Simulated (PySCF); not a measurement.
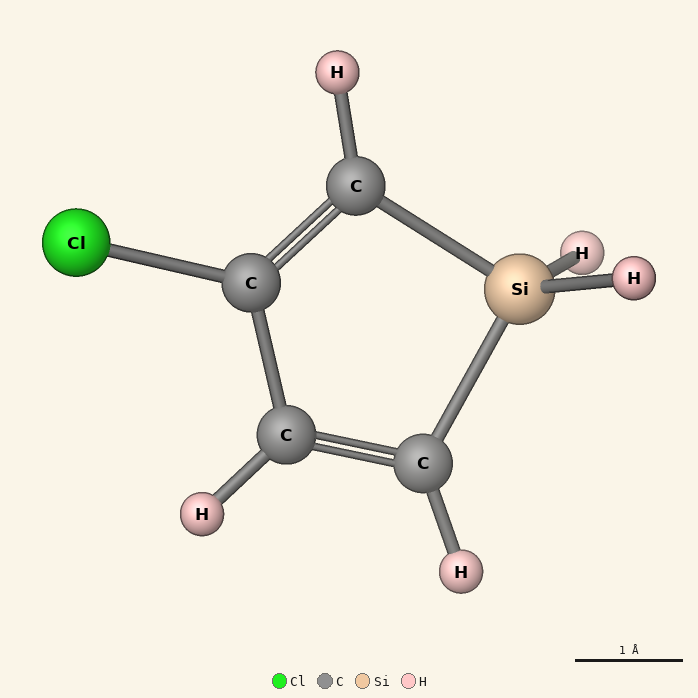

Atoms fade into the background with distance from the viewer. The geometry was computed by an optimisation with PBE0-D3(BJ)/def2-SVP. No frequency run is at hand to confirm it as a minimum. Masses are those of the most abundant isotopes; constants are for the rigid equilibrium geometry.

What kind of rotor is it, and what are its rotational constants in GHz?

An asymmetric top (Cs): A = 6.17, B = 1.46, C = 1.20 GHz. Ray's parameter κ is −0.89, close to the prolate limit.
